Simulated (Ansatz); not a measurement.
Consider SiBiC4.

The calculation's input:

```
crystal:
  lattice:
    - [2.6665225805, 0.0, 0.0]
    - [-1.3332612903, 2.3092762944, 0.0]
    - [0.0, 0.0, 17.8561139499]
  atoms:
    - { symbol: Si, position: [0.0, 0.0, 0.5] }
    - { symbol: Bi, position: [0.0, 0.0, 0.0] }
    - { symbol: C, position: [0.3333333333, 0.6666666667, 0.2436815026] }
    - { symbol: C, position: [0.3333333333, 0.6666666667, 0.7563184974] }
    - { symbol: C, position: [0.6666666667, 0.3333333333, 0.2436815026] }
    - { symbol: C, position: [0.6666666667, 0.3333333333, 0.7563184974] }
basis:
  ecutwfc: 420
kpoints:
  mp_grid: { grid: [18, 18, 2] }
hamiltonian:
  xc: pbe
scf:
  occupations: { method: gaussian, width: 0.1 }
output:
  forces: true
  stress: true
  eigenvalues: true
  write_density: true
  write_potential: true
  elf: true
  volumetric_format: npy
relax:
  adjacent_minimum: "off"
  f_tol: 0.01
  max_steps: 80
  cell: { stress_tol: 0.05 }
```

Launched as:

```sh
ansatz run input.yaml --threads 1 --pin off --max-ram 2048MiB --backend cpu --events-out ev --progress --plain --runs-dir out
```

Below, planes, directions and counts refer to the conventional cell (a = 2.67 Å, b = 2.67 Å, c = 17.86 Å, α = 90.00°, β = 90.00°, γ = 120.00°).

The fields are those of the relaxed geometry.

Space group P6/mmm; a structure generated by program, which may or may not match a known phase; computed without spin polarisation.

Theory: DFT PBE, scalar-relativistic, plane waves, PAW in Ansatz 0.2.0.

Q: What can the converged valence pseudo-density and electron localisation function tell about the bonding?

A: C–C (1.54 Å): the density is about 1.6 e/Å³ at the midpoint; the ELF peaks at about 0.95 between the atoms.

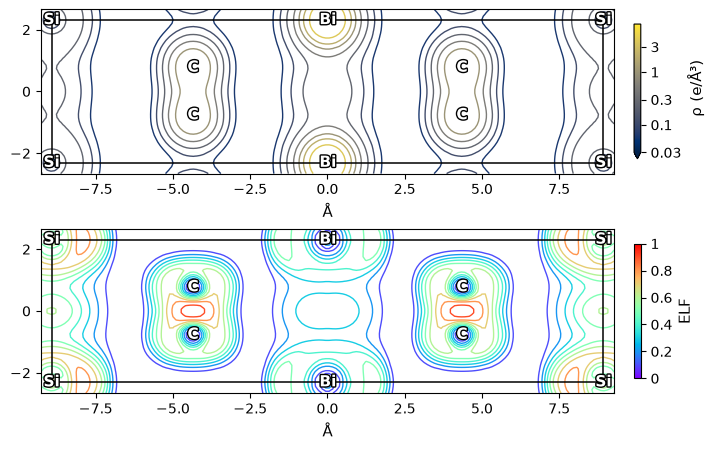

Computed valence pseudo-density and electron localisation function on the (110) plane of the conventional cell, in this order. 

The density is the valence pseudo-density of a PAW calculation; it isn't the true density close to the nuclei.
